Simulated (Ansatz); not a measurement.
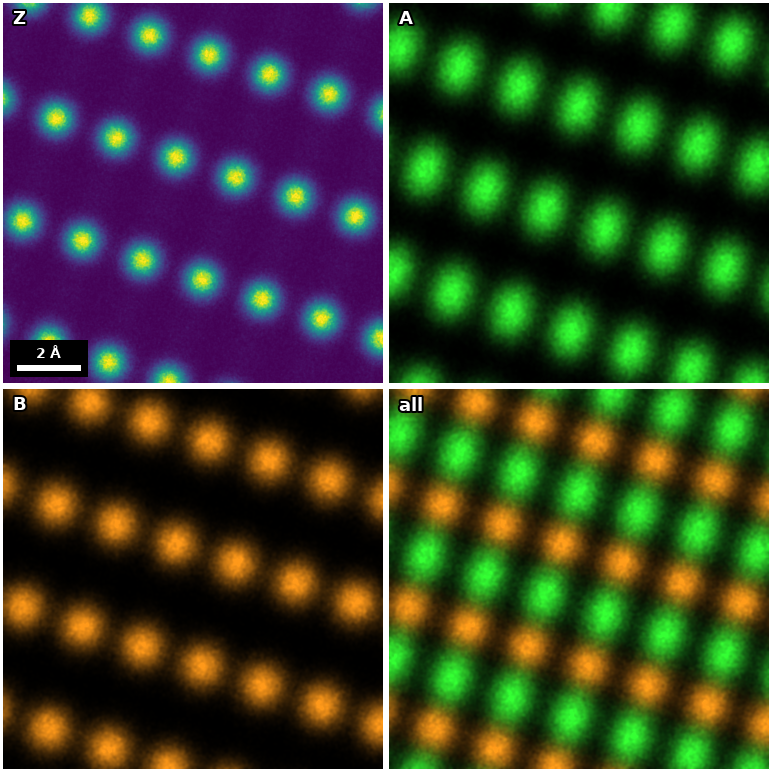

PbC$_{2}$ (I4/mmm, No. 139) along [101]. Panel Z: Simulation: incoherent imaging, intensity Z^1.7 per atom, probe width 0.83 Å, thin sample. Shot noise was added. The other panels are simulated element maps (the number of atoms of one element along the beam, blurred by 1.1 Å, with counting noise; each on its own scale, no channelling); the last overlays them. Structure: the end point of a relaxation (final pressure about 3 GPa) with Ansatz 0.2.0, DFT PBEsol, scalar-relativistic, plane waves, PAW; the starting structure was generated, so it need not be a known form of this composition.

```xyz
6
Lattice="3.9761 0.0000 0.0000 0.0000 3.9761 0.0000 0.0000 0.0000 6.6070" Properties=species:S:1:pos:R:3 pbc="T T T"
Pb    0.0000    0.0000    0.0000
C     1.9880    1.9880    0.6330
C     0.0000    0.0000    2.6705
Pb    1.9880    1.9880    3.3035
C     0.0000    0.0000    3.9365
C     1.9880    1.9880    5.9740
```

Which element does each lettered map show?

C, B: Pb. The projected cell (1.99 × 3.41 Å, 90°) holds 3 columns: 2 of C and 1 of Pb. No column is shared by two of the mapped elements.
